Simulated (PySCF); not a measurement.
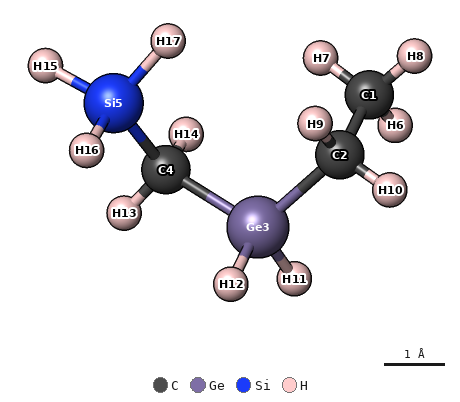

C3H12GeSi, before the relaxation. Style: ball-and-stick. Shown face on.

The start comes from GFN2-xTB.

Method: PBE0-D3(BJ)/def2-SVP geometry optimisation, gas phase in PySCF.

```xyz
17

C    -2.0365    0.5758    0.7253
C    -1.4221    0.6437   -0.6660
Ge   -0.2248   -0.8901   -1.0407
C     1.2194   -1.0754    0.2934
Si    2.3286    0.4580    0.4280
H    -2.6198   -0.3368    0.8400
H    -1.2596    0.5796    1.4884
H    -2.6944    1.4247    0.9070
H    -0.8535    1.5690   -0.7739
H    -2.2146    0.6711   -1.4157
H    -1.0333   -2.1712   -1.0738
H     0.3597   -0.7539   -2.4270
H     1.8237   -1.9423    0.0292
H     0.7719   -1.2935    1.2630
H     3.3811    0.1918    1.4137
H     2.9291    0.7522   -0.8750
H     1.5381    1.6095    0.8744
```

Where does the relaxation end?

The energy falls by 9.55 kJ/mol in 3 geometry steps. The atom that moves furthest after the best rigid fit is H6 (0.073 Å). Largest moves by element: H 0.073 Å, Si 0.054 Å, C 0.047 Å, Ge 0.043 Å. Among the contacts that change: Ge3–H12 1.511 → 1.544 Å, Si5–H16 1.465 → 1.496 Å, Ge3–H11 1.515 → 1.546 Å, Si5–H15 1.466 → 1.497 Å. Bond angles that change, for instance: H11–Ge3–H12 105.2° → 108.7°, C4–Si5–H15 108.7° → 111.5°, C2–Ge3–C4 112.8° → 110.3°.

Final geometry:

```xyz
17

C    -1.9914    0.5762    0.7376
C    -1.3929    0.6240   -0.6624
Ge   -0.2416   -0.9092   -1.0751
C     1.1844   -1.0705    0.2668
Si    2.2778    0.4445    0.4416
H    -2.5786   -0.3420    0.9001
H    -1.2107    0.6067    1.5144
H    -2.6632    1.4297    0.9223
H    -0.7948    1.5401   -0.7999
H    -2.1854    0.6591   -1.4280
H    -1.0811   -2.2072   -1.0655
H     0.3920   -0.7406   -2.4726
H     1.8099   -1.9405    0.0068
H     0.7174   -1.2954    1.2402
H     3.3602    0.2270    1.4521
H     2.9200    0.7825   -0.8670
H     1.4710    1.6274    0.8786
```

After the run, drawn alike:

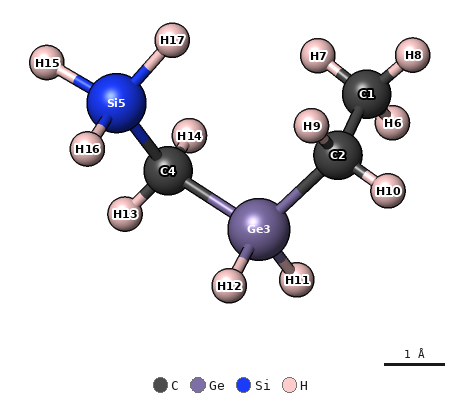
